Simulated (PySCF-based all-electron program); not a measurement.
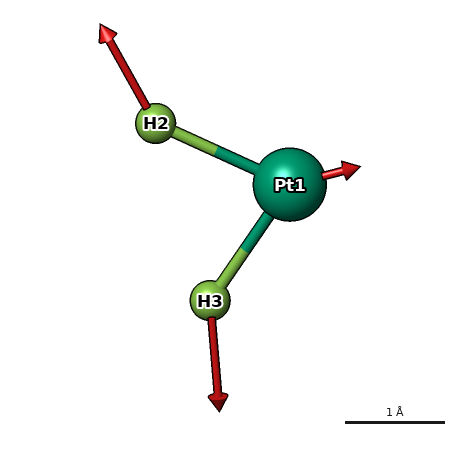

Arrows show the forces on the atoms, 8 Å of arrow for 1 eV/Å; forces under a tenth of the largest aren't drawn. Charge 0, singlet. Level of theory: PBE, all-electron, scalar-relativistic (Koelling-Harmon), large uncontracted Gaussian sets (PySCF-based all-electron program).

List the force components in the frame of the picture (x right, y up, z towards the viewer), in eV/Å.

```
atom     Fx     Fy     Fz
 Pt1   0.05   0.01   0.01
  H2  −0.06   0.11   0.04
  H3   0.01  −0.12  −0.05
```
